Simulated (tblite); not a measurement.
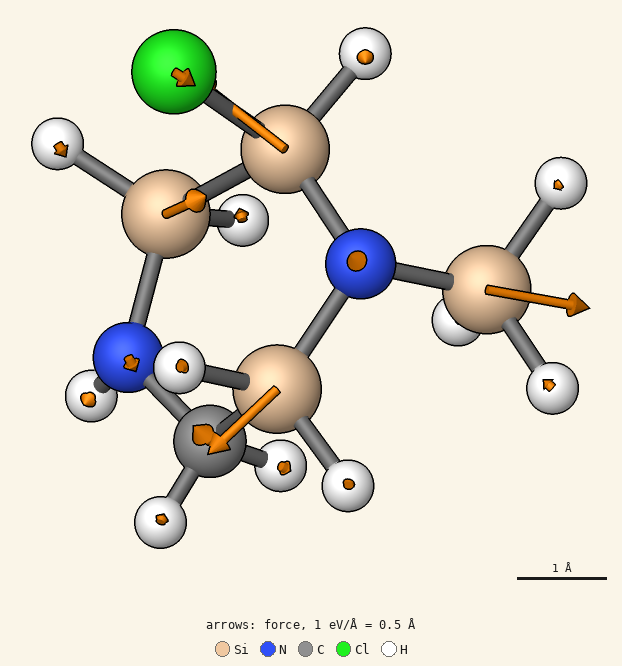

Starting geometry of CH11ClN2Si4 with the computed forces as orange arrows. A ball-and-stick model, seen from a free direction.

These are results of tblite, GFN2-xTB geometry optimisation, gas phase, not measurements. 

What follows when this structure is relaxed?

It isn't relaxed: the largest force vector, on a Si atom, is 3.02 eV/Å. The final displacements have little in common with the starting forces (cosine between the two patterns 0.04). An H atom moves most after the best rigid fit: 1.88 Å. By element the largest moves are H 1.88 Å, Cl 1.28 Å, Si 0.87 Å, N 0.70 Å, C 0.34 Å. Near-neighbour distances that change, for instance: Si–Si 2.478 → 2.291 Å, N–Si 1.687 → 1.751 Å, Cl–Si 2.063 → 2.024 Å, C–Si 1.945 → 1.907 Å. Among the angles between lasting bonds that change: Si–N–Si 110.7° → 120.5°, Si–N–Si 110.5° → 119.0°, Si–N–Si 112.1° → 120.2°. Groups turn about Si–Si by about 25°. Over 153 geometry steps the energy falls by 80.0 kJ/mol.
